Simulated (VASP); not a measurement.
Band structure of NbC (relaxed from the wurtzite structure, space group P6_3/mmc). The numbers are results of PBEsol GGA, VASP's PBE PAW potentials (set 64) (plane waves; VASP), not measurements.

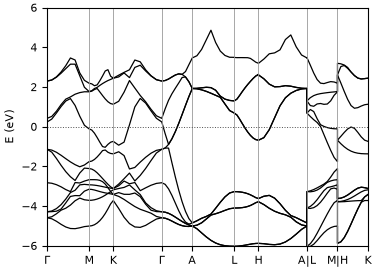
Fig. 1. Bands along high-symmetry lines, zero at the valence-band maximum or, without a gap, the Fermi level

Task: Read the plot: is there a gap, and where are the band edges?

Result: It has no gap at this level: it comes out as a metal or semimetal. (Edges off the drawn lines would not show.)

The structure was generated: NbC was put into the wurtzite type (P6_3mc), which need not be its known phase. It was relaxed first, which changed the volume by -39 %. The relaxed cell has space group P6_3/mmc.
